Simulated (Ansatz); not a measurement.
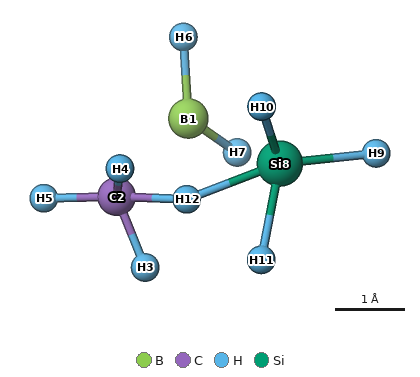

**Figure 1.** The starting structure (ball-and-stick view, seen at a tilt; atoms are numbered from 1 in the order of the input). Bond lengths as drawn: B–H 1.19 Å, C–H 1.11 to 1.18 Å and H–Si 1.45 to 1.46 Å.

# Geometry relaxation, with input and output: CH₉BSi (part 1 of 2)

- system: CH₉BSi
- method: RKS PBE0/def2-SVP (Ansatz 0.2.0)

The input holds or restrains some coordinates. It belongs to a series of runs on one base structure; here: pulled along the bonds that form and break, towards end B. Figures and captions count atoms from 1; the log counts them from 0 in places.

Input
```yaml
crystal:
  periodic: [false, false, false]
  atoms:
    - { symbol: B, position_ang: [0.0, 0.0, 0.0] }
    - { symbol: C, position_ang: [0.0, 0.0, 1.95] }
    - { symbol: H, position_ang: [-0.9996, -0.3092, 2.3205] }
    - { symbol: H, position_ang: [0.7676, -0.7111, 2.3205] }
    - { symbol: H, position_ang: [0.232, 1.0203, 2.3205] }
    - { symbol: H, position_ang: [1.0305, 0.0, -0.595] }
    - { symbol: H, position_ang: [-1.0305, 0.0, -0.595] }
    - { symbol: Si, position_ang: [-0.2882, -2.1157, 0.7095] }
    - { symbol: H, position_ang: [-0.8713, -2.9147, -0.3644] }
    - { symbol: H, position_ang: [1.0024, -2.6819, 1.0906] }
    - { symbol: H, position_ang: [-1.1828, -2.1252, 1.8632] }
    - { symbol: H, position_ang: [-0.1576, -1.1573, 1.7911] }
basis:
  gaussian: { orbitals: def2-SVP }
hamiltonian:
  xc: pbe0
relax:
  f_tol: 0.15
  max_steps: 25
  restrain:
    - { distance: [0, 7], at: 1.95, k: 30.0 }
    - { distance: [11, 1], at: 1.11, k: 30.0 }
    - { distance: [0, 1], at: 2.8, k: 30.0 }
    - { distance: [11, 7], at: 2.66, k: 30.0 }
```

Command:
```bash
ansatz run input.yaml --threads 2 --pin off --max-ram 3072MiB --backend cpu --events-out ev --progress --plain --runs-dir out
```

What the program printed
```
The last accepted step is kept in [file] (removed where the run ends without a failure and the disk answers)
Engine: ansatz 0.2.0, aarch64-unknown-linux-gnu
Functional definition: PBE0
  parameter a = 0.25
  parameter kappa = 0.804
  parameter beta = 0.06672455060314922
  exchange = (1 - a)*pbe_x(kappa = kappa, mu = beta*pi^2/3) + a*exact_x
  correlation = pbe_c(beta = beta)
996 factors; integrals over basis functions are off by at most 3.9e-4 eV
mean field evaluation 1: about -9716.7842 eV, gradient 3.7e1 eV
mean field evaluation 2: about -9715.6384 eV, gradient 4.1e1 eV
mean field evaluation 4: about -9720.6143 eV, gradient 1.1e0 eV
mean field evaluation 8: about -9720.6396 eV, gradient 4.6e-2 eV
mean field evaluation 16: about -9720.6396 eV, gradient 2.2e-5 eV
mean field -9720.63960218 eV, -357.2269164938 hartree, gradient 2.2e-5 eV, S^2 0.000000; 0 other end points of the search recorded, 0 dependent functions left out
the calculation of the forces begins
reference -9720.63962878 eV, -357.2269174713 hartree; 17, 17 occupied and 74, 74 virtual orbitals, 996 factors
relax step   1: F+E_penalty+E_count = -9720.63960218 eV  Δ(F+E_penalty+E_count) = +0.000e0 eV  max|allowed force component| = 6.701e0 eV/Å  E_restraint = 34.18331086 eV  max|allowed force component, restraints' pulls added| = 3.657e1 eV/Å  Δτ_max = 0.0000 Å  (25 SCF iters, accepted)
  distance B 0 - Si 7 = 2.2500 Å
  distance H 11 - C 1 = 1.1787 Å
  distance B 0 - C 1 = 1.9500 Å
  distance H 11 - Si 7 = 1.4510 Å
these checks for a lower state are left out or cut short: starts, cluster_reference, orbital_swaps, neighbouring_geometries, increment
996 factors; integrals over basis functions are off by at most 4.2e-4 eV
mean field -9721.23257325 eV, -357.2487077789 hartree, gradient 2.4e-5 eV, S^2 0.000000; 0 other end points of the search recorded, 0 dependent functions left out
[... from here on the field's lines of each further geometry are left out, up to the last ...]
relax step   2: F+E_penalty+E_count = -9721.23257325 eV  Δ(F+E_penalty+E_count) = -5.930e-1 eV  max|allowed force component| = 3.261e0 eV/Å  E_restraint = 15.94682699 eV  max|allowed force component, restraints' pulls added| = 2.067e1 eV/Å  Δτ_max = 0.1994 Å  (32 SCF iters, accepted)
relax step   3: F+E_penalty+E_count = -9720.75429387 eV  Δ(F+E_penalty+E_count) = +4.783e-1 eV  max|allowed force component| = 4.308e0 eV/Å  E_restraint = 5.42283242 eV  max|allowed force component, restraints' pulls added| = 1.023e1 eV/Å  Δτ_max = 0.1947 Å  (28 SCF iters, accepted)
relax step   4: F+E_penalty+E_count = -9720.76037749 eV  Δ(F+E_penalty+E_count) = -6.084e-3 eV  max|allowed force component| = 4.719e0 eV/Å  E_restraint = 0.97512717 eV  max|allowed force component, restraints' pulls added| = 5.282e0 eV/Å  Δτ_max = 0.1948 Å  (30 SCF iters, accepted)
relax step   5: F+E_penalty+E_count = -9721.08814811 eV  Δ(F+E_penalty+E_count) = -3.278e-1 eV  max|allowed force component| = 3.968e0 eV/Å  E_restraint = 0.07444421 eV  max|allowed force component, restraints' pulls added| = 4.874e0 eV/Å  Δτ_max = 0.1947 Å  (28 SCF iters, accepted)
relax step   6: F+E_penalty+E_count = -9722.11233109 eV  Δ(F+E_penalty+E_count) = -1.024e0 eV  max|allowed force component| = 2.919e0 eV/Å  E_restraint = 0.09469986 eV  max|allowed force component, restraints' pulls added| = 2.449e0 eV/Å  Δτ_max = 0.1949 Å  (33 SCF iters, accepted)
relax step   7: F+E_penalty+E_count = -9723.60573834 eV  Δ(F+E_penalty+E_count) = -1.493e0 eV  max|allowed force component| = 2.754e0 eV/Å  E_restraint = 0.45155958 eV  max|allowed force component, restraints' pulls added| = 2.754e0 eV/Å  Δτ_max = 0.1929 Å  (27 SCF iters, accepted)
relax step   8: F+E_penalty+E_count = -9724.68216628 eV  Δ(F+E_penalty+E_count) = -1.076e0 eV  max|allowed force component| = 2.251e0 eV/Å  E_restraint = 0.31756386 eV  max|allowed force component, restraints' pulls added| = 3.786e0 eV/Å  Δτ_max = 0.1972 Å  (27 SCF iters, accepted)
relax step   9: F+E_penalty+E_count = -9725.49145163 eV  Δ(F+E_penalty+E_count) = -8.093e-1 eV  max|allowed force component| = 2.158e0 eV/Å  E_restraint = 0.15288262 eV  max|allowed force component, restraints' pulls added| = 2.934e0 eV/Å  Δτ_max = 0.2000 Å  (26 SCF iters, accepted)
relax step  10: F+E_penalty+E_count = -9726.00364461 eV  Δ(F+E_penalty+E_count) = -5.122e-1 eV  max|allowed force component| = 1.279e0 eV/Å  E_restraint = 0.06321300 eV  max|allowed force component, restraints' pulls added| = 1.629e0 eV/Å  Δτ_max = 0.2000 Å  (26 SCF iters, accepted)
relax step  11: F+E_penalty+E_count = -9726.27366583 eV  Δ(F+E_penalty+E_count) = -2.700e-1 eV  max|allowed force component| = 1.036e0 eV/Å  E_restraint = 0.01804378 eV  max|allowed force component, restraints' pulls added| = 5.274e-1 eV/Å  Δτ_max = 0.1997 Å  (25 SCF iters, accepted)
relax step  12: F+E_penalty+E_count = -9726.35093393 eV  Δ(F+E_penalty+E_count) = -7.727e-2 eV  max|allowed force component| = 8.009e-1 eV/Å  E_restraint = 0.01428296 eV  max|allowed force component, restraints' pulls added| = 4.371e-1 eV/Å  Δτ_max = 0.1997 Å  (25 SCF iters, accepted)
relax step  13: F+E_penalty+E_count = -9726.39747212 eV  Δ(F+E_penalty+E_count) = -4.654e-2 eV  max|allowed force component| = 6.871e-1 eV/Å  E_restraint = 0.00824542 eV  max|allowed force component, restraints' pulls added| = 1.863e-1 eV/Å  Δτ_max = 0.1999 Å  (25 SCF iters, accepted)
relax step  14: F+E_penalty+E_count = -9726.41141007 eV  Δ(F+E_penalty+E_count) = -1.394e-2 eV  max|allowed force component| = 7.170e-1 eV/Å  E_restraint = 0.00712124 eV  max|allowed force component, restraints' pulls added| = 2.229e-1 eV/Å  Δτ_max = 0.2000 Å  (25 SCF iters, accepted)
relax step  15: F+E_penalty+E_count = -9726.39663324 eV  Δ(F+E_penalty+E_count) = +1.478e-2 eV  max|allowed force component| = 8.188e-1 eV/Å  E_restraint = 0.00759317 eV  max|allowed force component, restraints' pulls added| = 8.188e-1 eV/Å  Δτ_max = 0.1988 Å  (25 SCF iters, rejected (line search))
relax step  16: F+E_penalty+E_count = -9726.42355979 eV  Δ(F+E_penalty+E_count) = -1.215e-2 eV  max|allowed force component| = 7.300e-1 eV/Å  E_restraint = 0.00767369 eV  max|allowed force component, restraints' pulls added| = 9.263e-2 eV/Å  Δτ_max = 0.0994 Å  (23 SCF iters, accepted)
the calculation of the forces begins
reference -9726.43015611 eV, -357.4397154258 hartree; 17, 17 occupied and 74, 74 virtual orbitals, 995 factors
relax step  17: F+E_penalty+E_count = -9726.43012722 eV  Δ(F+E_penalty+E_count) = -6.567e-3 eV  max|allowed force component| = 7.076e-1 eV/Å  E_restraint = 0.00812097 eV  max|allowed force component, restraints' pulls added| = 1.319e-1 eV/Å  Δτ_max = 0.0999 Å  (22 SCF iters, accepted)
  distance B 0 - Si 7 = 1.9714 Å
  distance H 11 - C 1 = 1.1040 Å
  distance B 0 - C 1 = 2.7996 Å
  distance H 11 - Si 7 = 2.6670 Å
995 factors; integrals over basis functions are off by at most 8.2e-4 eV
mean field evaluation 128: about -9726.4301 eV, gradient 7.0e-5 eV
```

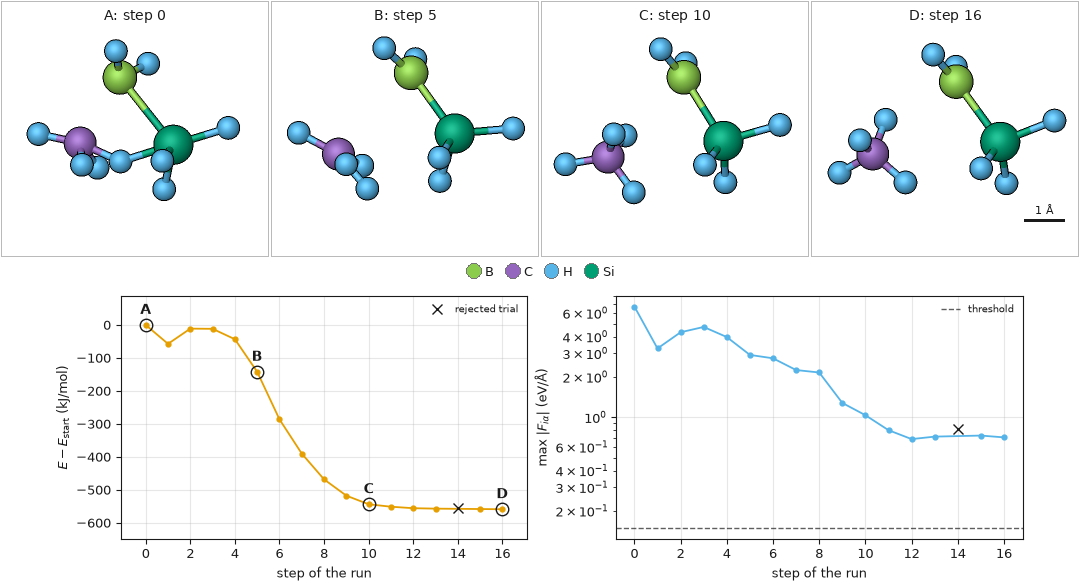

**Figure 2.** Frames of the restrained relaxation (ball-and-stick view, seen at a tilt) above the curves, on which the letters mark them (the first geometry is step 0 here and step 1 in the log).

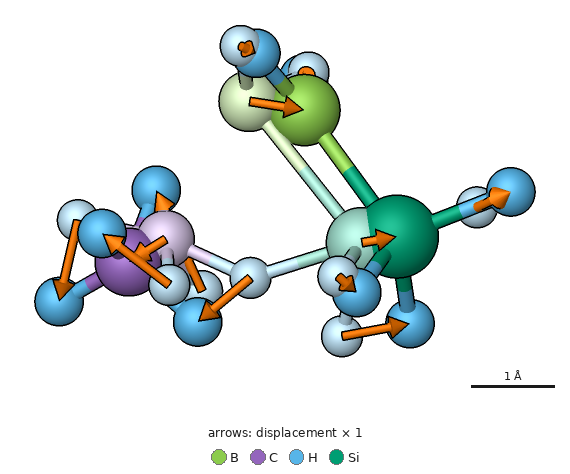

**Figure 3.** Start (faint) and end (solid) with the displacements as orange arrows, at true length (ball-and-stick view, seen at a tilt). The two geometries are laid on each other by the best rigid fit. H3 moves most after the best rigid fit: 1.37 Å. Largest moves by element: H 1.37 Å, B 0.67 Å, C 0.53 Å, Si 0.43 Å. Among the contacts that change: Si8–H12 1.451 → 2.667 Å, B1–Si8 2.250 → 1.971 Å, C2–H12 1.179 → 1.104 Å, Si8–H10 1.460 → 1.498 Å. Bonds break: Si8–H12 (1.45 → 2.67 Å). Among the angles that change: H5–C2–H12 167.3° → 109.7°, H4–C2–H12 60.6° → 109.9°, H3–C2–H12 69.6° → 109.9°. The energy falls by 558.7 kJ/mol in 16 geometry steps. Largest force component: 6.7 eV/Å at the start, 0.71 eV/Å at the end. The line search rejected the trial step at point 14 (counted from 0) and went back. (Atoms are counted from 1 in the order of the input.)

```
mean field -9726.43012722 eV, -357.4397143643 hartree, gradient 7.0e-5 eV, S^2 0.000000; 1 other end points of the search recorded, 0 dependent functions left out
the calculation of the forces begins
reference -9726.43015611 eV, -357.4397154258 hartree; 17, 17 occupied and 74, 74 virtual orbitals, 995 factors
Total energy: -9726.43015611 eV, -357.4397154258 hartree
Atom 0 at    -0.305539    -0.582943    -0.254123 Å, force     0.034264     0.599865    -0.224952 eV/Å
Atom 1 at     0.227252     0.177553     2.386968 Å, force    -0.010368    -0.102634    -0.025808 eV/Å
Atom 2 at    -0.359416     0.593985     1.539789 Å, force     0.083076    -0.024956     0.093780 eV/Å
Atom 3 at     1.302078     0.208230     2.152141 Å, force    -0.131890     0.004168     0.043460 eV/Å
Atom 4 at     0.014697     0.800794     3.270646 Å, force     0.001889    -0.052486    -0.109453 eV/Å
Atom 5 at     0.740510    -0.108392    -0.632359 Å, force    -0.011645    -0.001542     0.007827 eV/Å
Atom 6 at    -1.308855     0.062848    -0.458524 Å, force     0.004770    -0.005544     0.017592 eV/Å
Atom 7 at    -0.405536    -2.423754     0.444292 Å, force    -0.043854    -0.707640     0.072367 eV/Å
Atom 8 at    -0.603344    -3.336865    -0.735375 Å, force    -0.005036     0.009872     0.004623 eV/Å
Atom 9 at     0.842754    -2.873214     1.140204 Å, force    -0.007733    -0.004419    -0.005374 eV/Å
Atom 10 at    -1.557804    -2.649735     1.374754 Å, force     0.000383    -0.004544    -0.000534 eV/Å
Atom 11 at    -0.084297    -0.863307     2.583087 Å, force     0.086145     0.289860     0.126472 eV/Å
Dipole moment:     0.040780     0.191203     0.136415 e Å
```

Trajectory as extended XYZ (Å, eV, eV/Å), 17 frames, from step=1 to step=17
```
12
Properties=species:S:1:pos:R:3:forces:R:3 step=1 energy=-9720.63960
B     0.0000    0.0000    0.0000   -0.4107  -2.8623   3.3086
C     0.0000    0.0000    1.9500   -0.2758   4.6882  -1.6354
H    -0.9996   -0.3092    2.3205    0.0505   1.2435   0.5210
H     0.7676   -0.7111    2.3205    1.0601   0.6694   1.1298
H     0.2320    1.0203    2.3205    0.2370  -0.3808   0.6005
H     1.0305    0.0000   -0.5950    0.7010   0.1685   0.3160
H    -1.0305    0.0000   -0.5950   -0.8052   0.7027   0.3180
Si   -0.2882   -2.1157    0.7095    0.4832  -3.0905  -6.7009
H    -0.8713   -2.9147   -0.3644   -0.5219  -0.7137  -0.1489
H     1.0024   -2.6819    1.0906    0.5420  -0.6990   0.5218
H    -1.1828   -2.1252    1.8632   -0.4048  -0.7177   0.9184
H    -0.1576   -1.1573    1.7911   -0.6554   0.9917   0.8511
12
Properties=species:S:1:pos:R:3:forces:R:3 step=2 energy=-9721.23257
B    -0.0118   -0.1217   -0.1151   -0.1286  -3.2612   2.9625
C     0.0006    0.0540    2.1011   -0.4437   1.1187  -2.5060
H    -1.0115   -0.2882    2.3421   -0.5710   1.0654   1.2223
H     0.7869   -0.6966    2.3476    1.0859   0.5156   1.5057
H     0.2427    1.0483    2.3531    0.6029   1.1332   0.4963
H     1.0492    0.0004   -0.6035    0.8281   0.5959   0.0078
H    -1.0564    0.0083   -0.6063   -1.2072   1.1964  -0.1757
Si   -0.2885   -2.1818    0.5221    1.7575   2.5685   0.5420
H    -0.8946   -2.9518   -0.4027   -1.6300  -2.6318  -2.0826
H     1.0019   -2.6921    1.0872    0.0213  -0.4930  -0.0218
H    -1.1647   -2.1374    1.8365    0.4492  -0.3720  -0.6617
H    -0.1514   -1.0364    1.9495   -0.7643  -1.4356  -1.2890
12
Properties=species:S:1:pos:R:3:forces:R:3 step=3 energy=-9720.75429
B    -0.0198   -0.2530   -0.2273    0.0917  -2.1700   2.0913
C    -0.0010    0.0910    2.2263   -0.1181   0.2519  -2.1364
H    -1.0256   -0.2719    2.3673   -0.8245   1.0398   1.1384
H     0.8033   -0.6886    2.3735    0.9970   0.7299   1.3027
H     0.2547    1.0789    2.3561    0.7989   2.1621   0.3831
H     1.0630    0.0149   -0.6065    0.5382   0.6727  -0.1489
H    -1.0776    0.0328   -0.6131   -0.9756   1.2284  -0.3402
Si   -0.2650   -2.2060    0.3622    2.2268   3.6252   4.3082
H    -0.9254   -3.0043   -0.4449   -2.1930  -3.4046  -2.7313
H     0.9978   -2.6967    1.0817   -0.2879  -0.3973  -0.5917
H    -1.1486   -2.1380    1.8103    0.6774  -0.3645  -1.5673
H    -0.1533   -0.9540    2.1259   -0.9308  -3.3735  -1.7079
```
